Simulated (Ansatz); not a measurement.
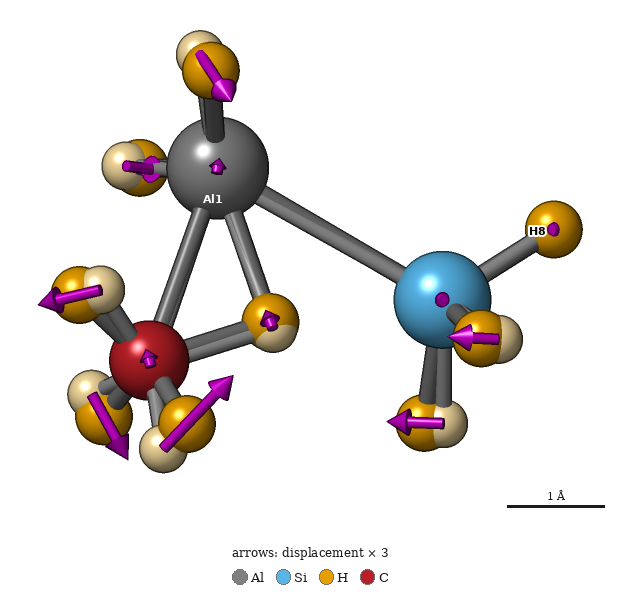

A constrained relaxation of CH9AlSi. The starting structure is drawn faded, the final one solid; purple arrows show the displacements, 3 times their true length. The two geometries are superimposed by the best rigid fit.

The picture is a ball-and-stick view, seen at a tilt.

The reaction that was planned forms Al1–C6, Si2–H5 and breaks Al1–Si2, H5–C6 (atoms numbered from 1 in input order).

All numbers below come from RKS PBE0-D4/def2-SVP in Ansatz.

The input:
```yaml
crystal:
  periodic: [false, false, false]
  atoms:
    - {symbol: Al, position_ang: [0.122300, -1.027400, 0.941400]}
    - {symbol: Si, position_ang: [0.172600, 1.672800, 0.736100]}
    - {symbol: H, position_ang: [-1.172000, -1.794000, 1.335400]}
    - {symbol: H, position_ang: [1.410900, -1.804700, 1.355200]}
    - {symbol: H, position_ang: [-0.031000, 0.159600, -0.363000]}
    - {symbol: C, position_ang: [-0.223500, -0.838300, -1.317800]}
    - {symbol: H, position_ang: [-1.028500, 2.293500, 0.127500]}
    - {symbol: H, position_ang: [0.300000, 2.400400, 2.010200]}
    - {symbol: H, position_ang: [1.272500, 2.234700, -0.078800]}
    - {symbol: H, position_ang: [-1.257800, -1.184900, -1.299500]}
    - {symbol: H, position_ang: [0.437200, -1.704100, -1.158000]}
    - {symbol: H, position_ang: [-0.002800, -0.407600, -2.288600]}
basis:
  gaussian: {orbitals: def2-SVP}
hamiltonian: {xc: pbe0, dispersion: d4}
relax: {f_tol: 0.08, max_steps: 120, escape_saddle: false, constraints: [{distance: [0, 5]}, {distance: [1, 4]}, {distance: [0, 1]}, {distance: [4, 5]}]}
```

> What happened in the run?

H12 moves most after the best rigid fit: 0.37 Å. Largest moves by element: H 0.37 Å, C 0.07 Å, Al 0.06 Å, Si 0.05 Å. Among the contacts that change: Al1–H5 1.770 → 1.743 Å, Si2–H8 1.473 → 1.499 Å, Al1–H3 1.555 → 1.581 Å, Si2–H7 1.483 → 1.501 Å. Bond angles that change, for instance: Al1–C6–H12 152.1° → 133.2°, H3–Al1–H4 112.0° → 129.4°, H5–C6–H12 107.5° → 94.6°. The optimiser took 6 steps. The run took of the order of 29 core-seconds on a shared host.
